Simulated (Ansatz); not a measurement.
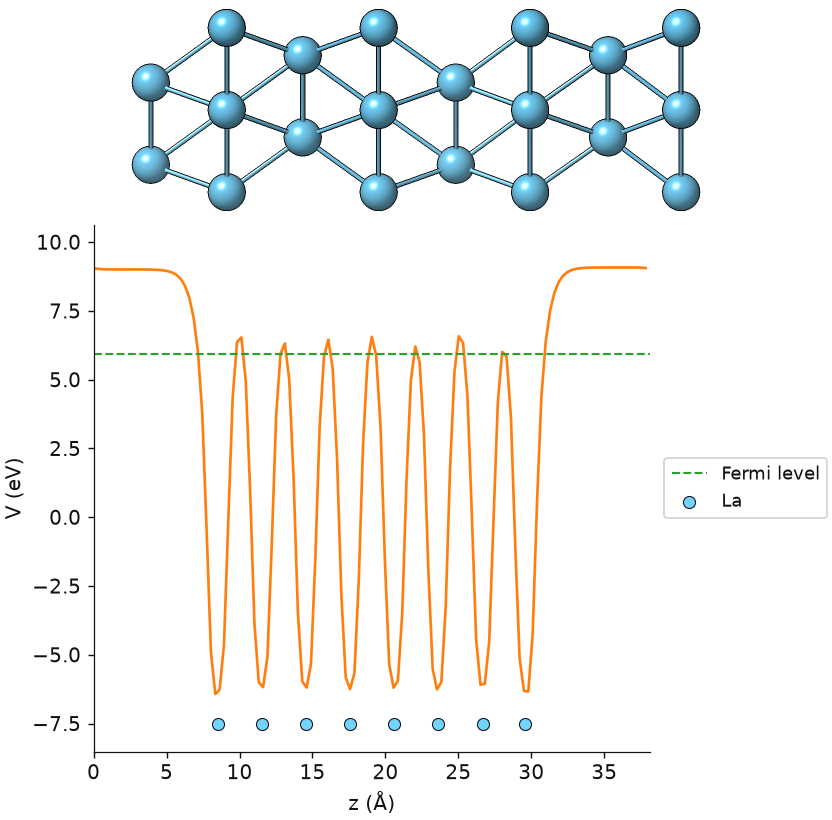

Plane-averaged electrostatic potential energy of an electron across the slab; circles at the bottom mark the heights of the atoms (positions after relaxation). The structure is drawn too.

Structure: a (001) slab cut from La (P6_3/mmc), 8 atoms in the cell; a = 3.77 Å, b = 3.77 Å, c = 38.13 Å, α = 90.00°, β = 90.00°, γ = 120.00°.

Ansatz 0.2.0; DFT PBE, scalar-relativistic, plane waves, PAW, no spin polarisation, 9×9×1 k mesh, 420 eV cutoff.

> Read off the work function of each face.

The work function is 3.15 eV at the right face and 3.08 eV at the left.

> How thick are slab and vacuum?

The outermost atoms are 21.1 Å apart, which leaves 17.1 Å of vacuum in a cell 38.1 Å high.

> Do the two faces differ, and what does that say about the slab's dipole?

The vacuum levels differ by 0.07 eV, so the slab carries a dipole along its normal. Some atoms were held fixed in the relaxation, which can itself make the faces differ.
